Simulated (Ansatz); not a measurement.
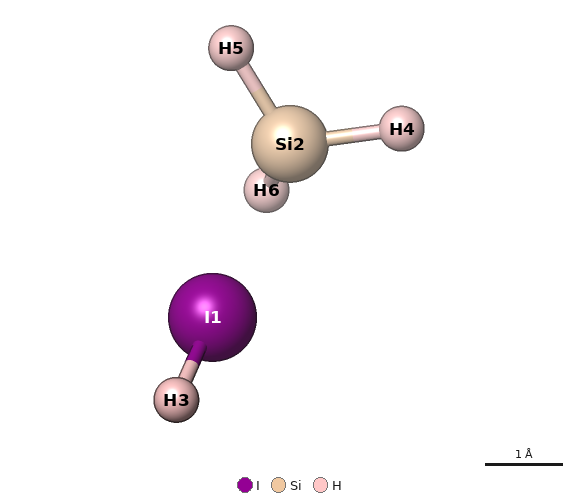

Orthographic view. Distant atoms are faded towards the background colour. Charge 0, doublet. The computed structure is the end point of a PBE0-D4/def2-TZVP optimisation.

List all interatomic distances (Å) as a matrix.

```tsv
atom	I1	Si2	H3	H4	H5	H6
I1	0.00					
Si2	3.44	0.00				
H3	1.63	5.07	0.00			
H4	4.11	1.48	5.67	0.00		
H5	4.13	1.48	5.68	2.46	0.00	
H6	4.12	1.48	5.68	2.46	2.46	0.00
```
